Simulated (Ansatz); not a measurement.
## Electronic structure of HF···H$_{3}$Si (doublet) in real space

The calculation's input:

```
crystal:
  periodic: [false, false, false]
  atoms:
    - {symbol: F, position_ang: [-1.006312, -0.184666, -0.823846]}
    - {symbol: Si, position_ang: [0.478147, 0.090308, 0.387490]}
    - {symbol: H, position_ang: [-1.870335, -0.352565, -1.516855]}
    - {symbol: H, position_ang: [0.544837, 1.543731, 0.651372]}
    - {symbol: H, position_ang: [1.685351, -0.409831, -0.304598]}
    - {symbol: H, position_ang: [0.168312, -0.687077, 1.606437]}
basis:
  gaussian: {orbitals: def2-TZVPP}
magnetization: {spin_polarized: true, initial_magnetization: 1}
hamiltonian: {xc: pbe0, dispersion: d4}
output: {orbitals: {seedname: orbitals}}
```

Run with:

```sh
ansatz run in.yaml --threads 2 --pin off --events-out ev --progress --plain --max-ram 4352MiB
```

A transition-state structure; geometry: PBE0-D4/def2-TZVP.

Theory: UKS PBE0-D4/def2-TZVPP in Ansatz 0.2.0.

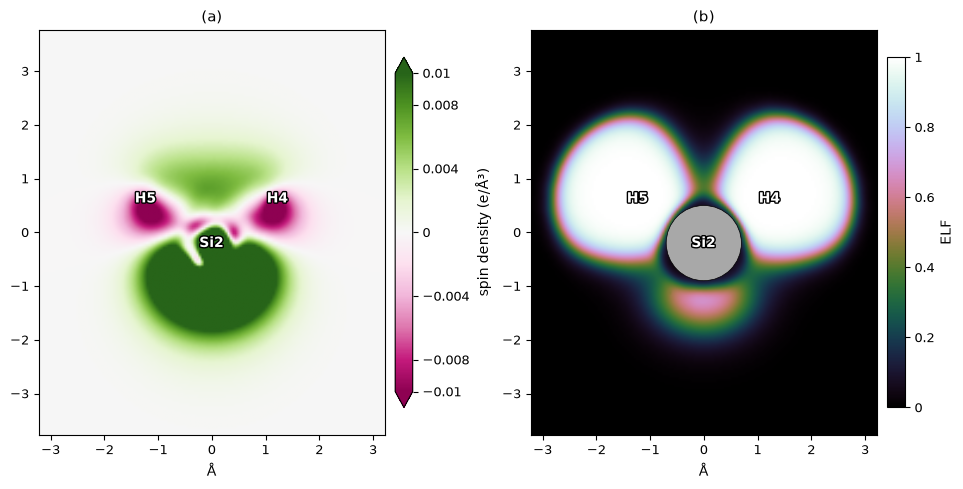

Figure 1. (a) spin density (α minus β); (b) electron localisation function on the plane of atoms H4, Si2 and H5. Grey discs cover the atomic cores in the ELF map.

### What do the fields say about this system?

The plane passes through Si and H nuclei. Si–H (1.48 Å): the ELF climbs to about 1 towards the hydrogen, as it does in any bond to H. The unpaired spin (1 electron) lies mostly on H3 (about 0.4), Si2 (about 0.4) and F1 (about 0.1), in electrons by Hirshfeld's partition.

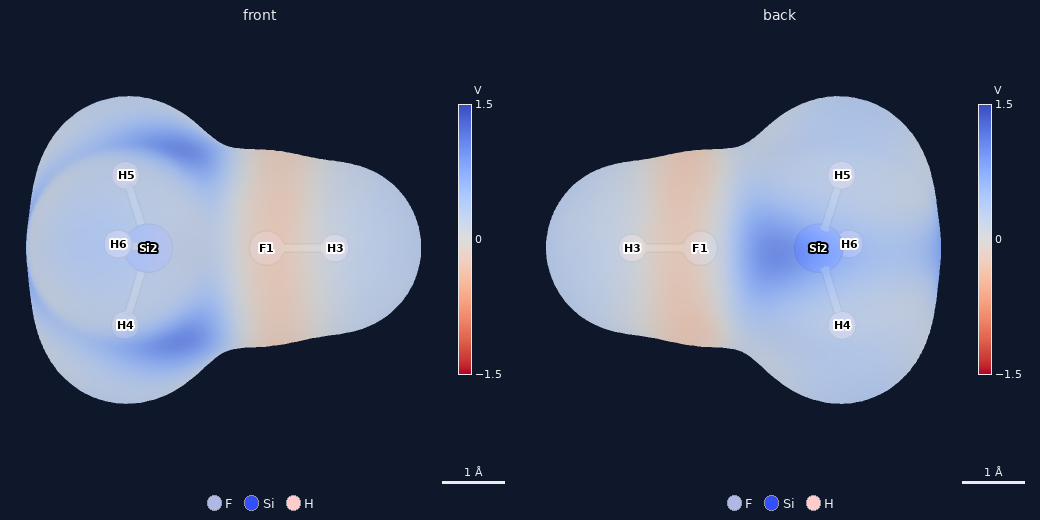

Figure 2. The electrostatic potential painted on the density surface at 0.002 e/bohr³, seen from the front and from behind; the colour scale runs from red (negative) to blue (positive).

### Where is the surface potential most negative and most positive?

The most negative region (about −0.2 V) lies over F1, the most positive (about +1.0 V, or +23 kcal/mol for a unit charge) over Si2.

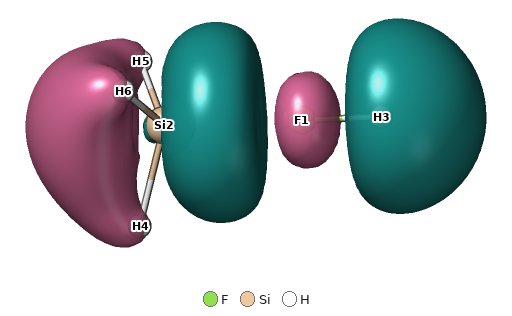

Figure 3. One frontier orbital at ±0.1 Å⁻³ᐟ² (teal and pink are the two phases), seen at a tilt.

### Which orbital is it: HOMO (α) or LUMO (α)?

The HOMO (α), at −4.43 eV. It lies mainly on H3 (about 40 %), Si2 (about 40 %) and F1 (about 15 %).
